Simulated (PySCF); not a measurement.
```json
{"atom": "B", "x (Å)": "0.6454", "y (Å)": "1.5359", "z (Å)": "0.0215"}
{"atom": "C", "x (Å)": "1.5359", "y (Å)": "0.3503", "z (Å)": "0.4094"}
{"atom": "C", "x (Å)": "1.2098", "y (Å)": "-0.9130", "z (Å)": "0.1033"}
{"atom": "C", "x (Å)": "-0.1664", "y (Å)": "-1.3465", "z (Å)": "-0.2432"}
{"atom": "C", "x (Å)": "-1.2194", "y (Å)": "-0.3393", "z (Å)": "0.1883"}
{"atom": "C", "x (Å)": "-0.8665", "y (Å)": "1.0807", "z (Å)": "-0.1680"}
{"atom": "H", "x (Å)": "0.9934", "y (Å)": "2.6221", "z (Å)": "-0.1930"}
{"atom": "H", "x (Å)": "2.4779", "y (Å)": "0.5696", "z (Å)": "0.9042"}
{"atom": "H", "x (Å)": "1.9617", "y (Å)": "-1.6956", "z (Å)": "0.0598"}
{"atom": "H", "x (Å)": "-0.3790", "y (Å)": "-2.3261", "z (Å)": "0.1948"}
{"atom": "H", "x (Å)": "-0.1650", "y (Å)": "-1.5167", "z (Å)": "-1.3303"}
{"atom": "H", "x (Å)": "-2.1748", "y (Å)": "-0.6152", "z (Å)": "-0.2766"}
{"atom": "H", "x (Å)": "-1.3903", "y (Å)": "-0.4166", "z (Å)": "1.2666"}
{"atom": "H", "x (Å)": "-0.9151", "y (Å)": "1.2313", "z (Å)": "-1.2585"}
{"atom": "H", "x (Å)": "-1.5522", "y (Å)": "1.7870", "z (Å)": "0.2997"}
```

Geometry: GFN2-xTB.

The calculation used UKS B3LYP, pcH-1 on B C H, non-relativistic, mean-field spin-orbit, GIAO in PySCF.

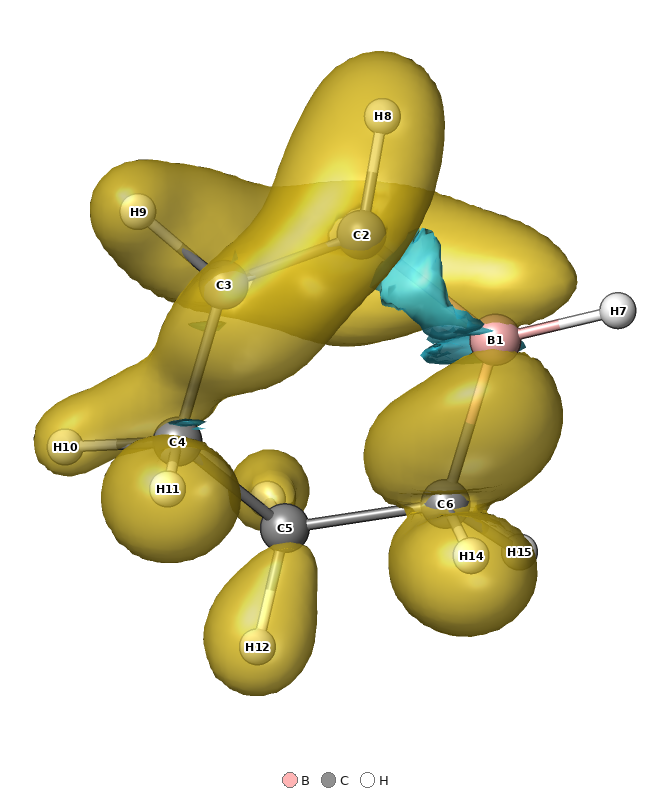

C5H9B (SMILES B1[CH+][CH]CCC1) (charge +1, doublet). Isosurfaces of the spin density (α minus β) at +0.015 (yellow) and −0.015 e/Å³ (cyan), seen at a tilt.

Describe the spin distribution.

Answer. The unpaired spin (1 electron) lies mostly on C2 (about 0.3), C3 (about 0.2), C6 (about 0.1) and B1 (about 0.1), in electrons by Hirshfeld's partition.
